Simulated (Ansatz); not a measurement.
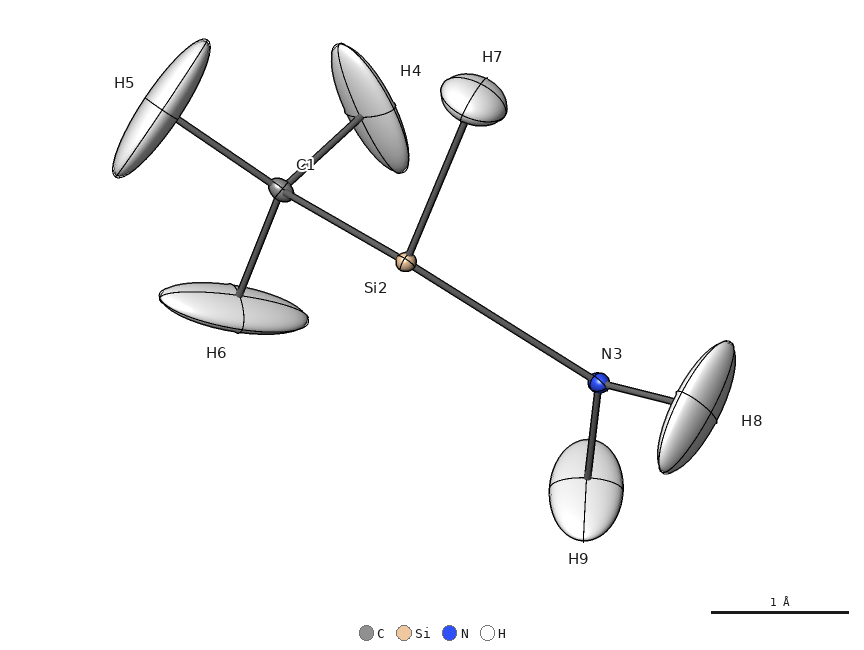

Displacement ellipsoids at the 50 % level, from the internal vibrations of the free molecule (harmonic, no overall translation or rotation; no half-axis is drawn under 0.075 Å). State: neutral, doublet. Vibrations computed with UKS PBE0-D4/def2-TZVP (Ansatz 0.2.0). Temperature: 400 K.

**Which atom has the largest mean-square displacement?**

H5, with U_eq = 0.0622 Å².

**Does H9 move more along its bond or across it?**

Across it: the root-mean-square amplitude is 0.075 Å along the bond and up to 0.382 Å across, since bending and torsion are softer than stretching.

List U_eq and the three principal root-mean-square amplitudes for each kind of atom.

```tsv
atom	U_eq (Å²)	rms amplitudes (Å)
C1	0.0021	0.025, 0.035, 0.067
Si2	0.0010	0.019, 0.027, 0.044
N3	0.0023	0.032, 0.044, 0.064
H4	0.0552	0.075, 0.162, 0.366
H5	0.0622	0.092, 0.167, 0.388
H6	0.0598	0.078, 0.162, 0.383
H7	0.0225	0.094, 0.165, 0.177
H8	0.0540	0.086, 0.171, 0.354
H9	0.0604	0.074, 0.174, 0.382
```
